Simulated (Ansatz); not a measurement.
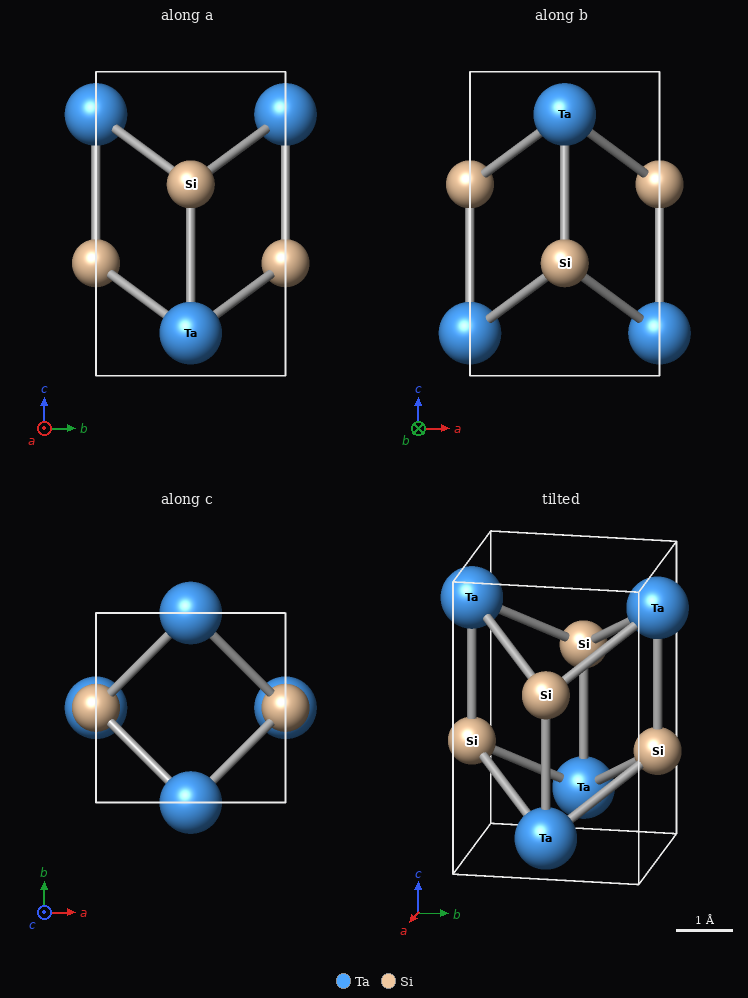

A ball-and-stick rendering, viewed along the a axis, along the b axis, along the c axis and slightly off an axis. The wireframe shows the conventional unit cell.

Lattice parameters: a = 3.4041 Å, b = 3.4041 Å, c = 5.4598 Å, α = 90.000°, β = 90.000°, γ = 90.000°.

> Give the structure in the form of a CIF with its space group and independent sites, with free fractional coordinates to two decimals.

```cif
data_structure
_symmetry_space_group_name_H-M 'P 4/n m m :1'
_symmetry_Int_Tables_number 129
_cell_length_a 3.4041
_cell_length_b 3.4041
_cell_length_c 5.4598
_cell_angle_alpha 90.000
_cell_angle_beta 90.000
_cell_angle_gamma 90.000
_cell_volume 63.27
loop_
_atom_site_label
_atom_site_type_symbol
_atom_site_symmetry_multiplicity
_atom_site_Wyckoff_symbol
_atom_site_fract_x
_atom_site_fract_y
_atom_site_fract_z
_atom_site_occupancy
Ta1 Ta 2 c 0.50 0.00 0.86 1
Si1 Si 2 c 0.50 0.00 0.37 1
```

The cell started as a structure type filled with these elements by a generator (whether the compound takes this form wasn't checked). This is the structure after a relaxation with DFT PBE, scalar-relativistic, plane waves, PAW (Ansatz 0.2.0).
